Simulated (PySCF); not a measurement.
**C5H4O, SMILES `O=C1C=CC=C1`: what the electrons do**

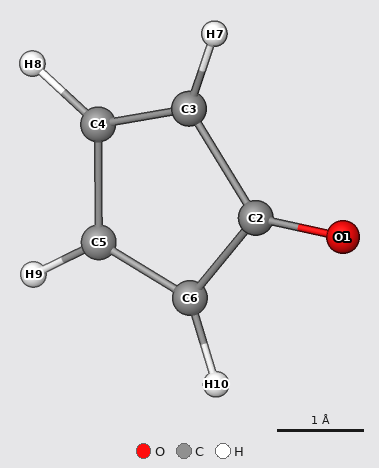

The molecule, with its atoms numbered as below. No frequency check shows the geometry to be a minimum.

Cartesian coordinates (Å):

```
O1      -2.0286   -0.0001    0.0000
C2      -0.8250    0.0001    0.0000
C3       0.0894   -1.1866    0.0000
C4       1.3451   -0.7396    0.0000
C5       1.3451    0.7396    0.0000
C6       0.0894    1.1865    0.0000
H7      -0.2662   -2.1986    0.0000
H8       2.2489   -1.3223    0.0000
H9       2.2489    1.3223    0.0000
H10     -0.2662    2.1986    0.0000
```

Part 1: Bonding charge

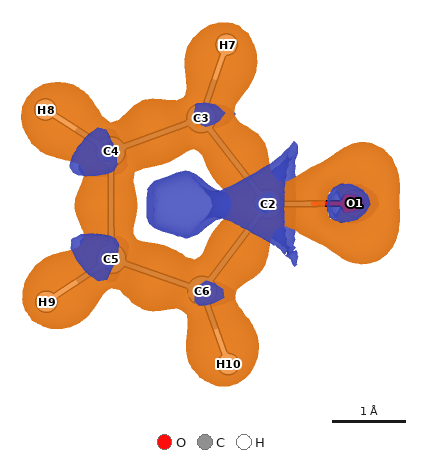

Deformation density (molecule less spherical, spin-averaged free atoms at the same positions), surfaces at ±0.1 e/Å³; orange: gain, blue: loss.

Method: B3LYP/6-31G*; geometry: GFN2-xTB; program: PySCF.

Question: Describe the bonding that the map shows.

Answer: C3–C4 and C5–C6: +0.70 e/Å³ at the bond critical point (bond length 1.33 Å, Mayer order 1.8). C4–H8 and C5–H9: +0.69 e/Å³ at the bond critical point (bond length 1.07 Å, Mayer order 0.9). C3–H7 and C6–H10: +0.68 e/Å³ at the bond critical point (bond length 1.07 Å, Mayer order 0.9). O1–C2: +0.59 e/Å³ at the bond critical point (bond length 1.20 Å, Mayer order 1.9). C2–C6 and C2–C3: +0.53 e/Å³ at the bond critical point (bond length 1.50 Å, Mayer order 1.0). C4–C5: +0.50 e/Å³ at the bond critical point (bond length 1.48 Å, Mayer order 1.1). In all, 2.3 electrons gather in the regions of gain relative to the promolecule.

Question: Where do the Hirshfeld charges lie?

Answer: The highest Hirshfeld charge is on C2 (+0.16 e), the lowest on O1 (−0.22 e).

Part 2: Local ionisation energy

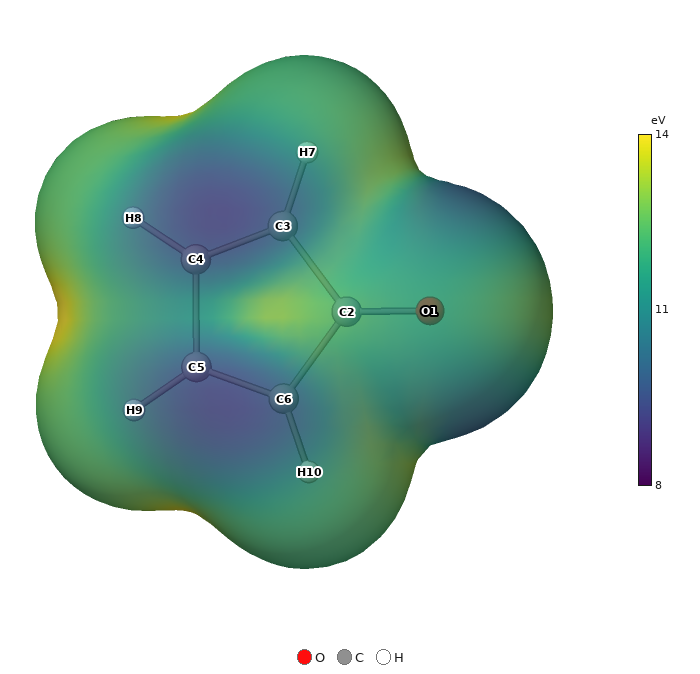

Average local ionisation energy on the surface of electron density 0.001 a.u.

Question: Locate the minima of the map.

Answer: The lowest value is 8.9 eV, off the C3–C4 bond (2.1 Å from its atoms), and at like points elsewhere. Further minima include 10.0 eV, 1.8 Å from O1, and at like points elsewhere. For comparison, the highest occupied orbital lies at −6.6 eV.

Question: What volume does the surface enclose, and what is the dipole moment?

Answer: About 103 Å³; the dipole moment is 3.0 D.

Part 3: Removing or adding an electron

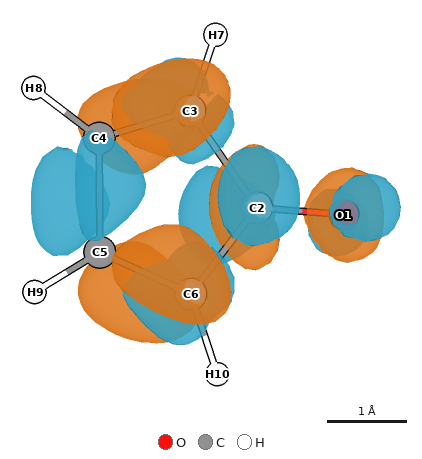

Dual descriptor f⁺ − f⁻ at ±0.03 e/Å³ (light blue positive, orange negative).

Method: TPSSh/6-311G**; geometry: GFN2-xTB; program: PySCF.

Question: Which atoms come out as electrophilic, and which as nucleophilic?

Answer: Electrophilic (positive): C2 (+0.09) and O1 (+0.07). Nucleophilic (negative): C3 and C6 (−0.07). f⁻ (Hirshfeld-condensed) is largest on C3 and C6 (0.18 each), C4 and C5 (0.12 each) and O1 (0.11); the vertical ionisation energy is 9.12 eV (the stability of the cation's solution wasn't checked). f⁺ (Hirshfeld-condensed) is largest on O1 (0.18), C2 (0.12) and C4 and C5 (0.12 each); the vertical electron affinity is 0.64 eV (the stability of the anion's solution wasn't checked; the anion's highest orbital has positive energy, so this value and f⁺ depend on the basis).

Part 4: Stretching a bond

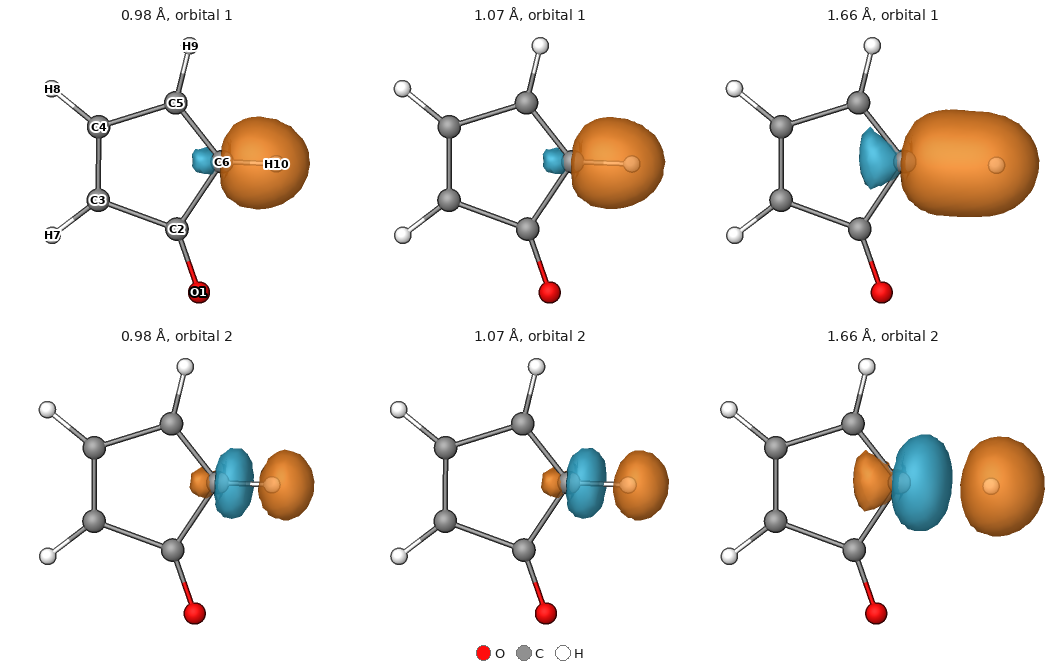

Rigid stretch of the C6–H10 bond. The two CASSCF(2,2) natural orbitals nearest half filling (orbital 1 the more occupied).

Level of theory: def2-SVP basis (PySCF), at a geometry from GFN2-xTB.

Question: How do the occupations change along the stretch?

Answer: 0.98 Å: 1.99 and 0.01; 1.07 Å: 1.98 and 0.02; 1.66 Å: 1.91 and 0.09. At the longest distance computed (3.00 Å) they are 1.28 and 0.72, and the effective number of unpaired electrons is 1.7.

UHF's ⟨S²⟩ passes 1 along the scan (up to 1.69), so it also polarises electrons outside the stretched bond; its energy lowering isn't due to that bond alone.

UHF already breaks spin symmetry near equilibrium here (⟨S²⟩ = 0.58 at 1.07 Å), for reasons apart from this bond.

Question: How much energy does the stretch cost?

Answer: By CASSCF, 4.8 eV from the lowest point of the scan (1.07 Å) to 3.00 Å; RHF gives 8.1 eV from its own lowest point. The fragments aren't relaxed and dynamic correlation is missing, so this isn't a bond dissociation energy.
